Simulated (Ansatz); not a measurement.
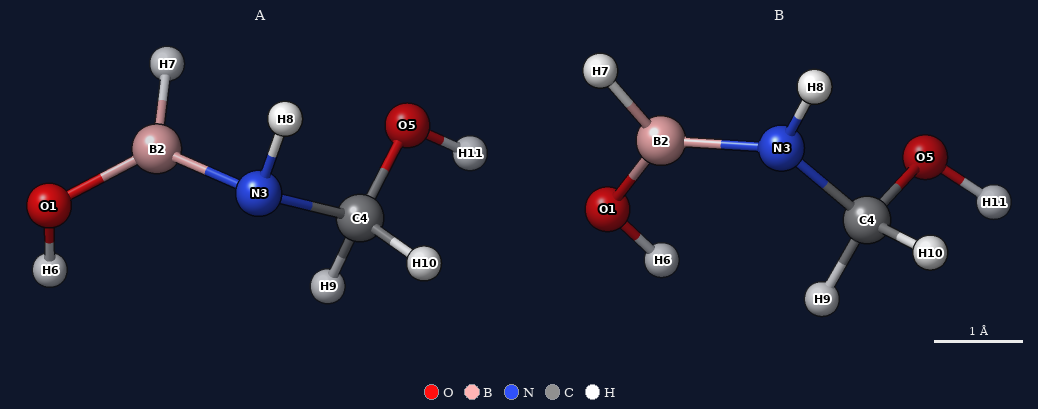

Two geometries of CH6BNO2 (coarse preliminary run), drawn at one scale. One is the start of a relaxation, the other its converged end. A ball-and-stick model, seen at a tilt.

Theory: Ansatz 0.2.0, RKS PBE-D4/def2-SVP. Set-up: force threshold 0.03 eV/Å; at most 200 steps.

Which geometry has the lower energy?

Answer. Structure B is the relaxed one. The start comes from a force field. The atom that moves furthest after the best rigid fit is H7 (1.85 Å). Largest moves by element: H 1.85 Å, O 0.88 Å, N 0.58 Å, B 0.33 Å, C 0.14 Å. Among the contacts that change: B2–N3 1.537 → 1.427 Å, C4–O5 1.332 → 1.420 Å, O1–H6 1.046 → 0.975 Å, N3–C4 1.493 → 1.428 Å. Among the angles between lasting bonds that change: B2–N3–C4 109.1° → 126.9°, B2–N3–H8 104.3° → 117.7°, C4–N3–H8 104.6° → 114.5°. Groups turn about O1–B2 by about 85°. Over 22 accepted moves (24 points after the start) the energy falls by 189.6 kJ/mol. The largest force component goes from 4 to 0.012 eV/Å. The line search rejected the trial steps at points 13, 19 of the run. The run took about 100 core-seconds on a shared host.
